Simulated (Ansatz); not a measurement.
```
CELL_PARAMETERS angstrom
5.30066 0.00000 0.00000
0.00000 5.30066 0.00000
0.00000 0.00000 10.52148
ATOMIC_POSITIONS crystal
Ti 0.50000 0.50000 0.00000
Sn 0.50000 0.00000 0.00000
Sn 0.00000 0.50000 0.00000
Sn 0.50000 0.50000 0.24467
Sn 0.50000 0.50000 0.75533
Sn 0.50000 0.50000 0.50000
```

Space group P4/mmm; a structure generated by program, which may or may not match a known phase; computed without spin polarisation.

These are results of DFT PBE, scalar-relativistic, plane waves, PAW in Ansatz 0.2.0, not measurements.

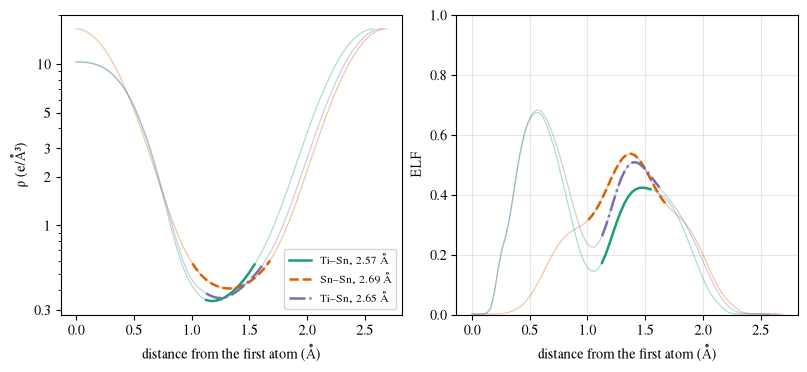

TiSn5. Valence pseudo-density and electron localisation function along straight lines between neighbouring atoms. Thin, pale parts lie inside the atomic spheres.

The density is the valence pseudo-density of a PAW calculation; it isn't the true density close to the nuclei.

Q: What can be read from the curves?

A: Ti–Sn (2.57 Å): the density is about 0.36 e/Å³ at the midpoint; the ELF is about 0.35 at the midpoint.
Sn–Sn (2.69 Å): ρ is about 0.41 e/Å³ halfway; the ELF reaches about 0.55 near the midpoint.
Ti–Sn (2.65 Å): the density is about 0.37 e/Å³ at the midpoint; the ELF reaches about 0.50 near the midpoint.
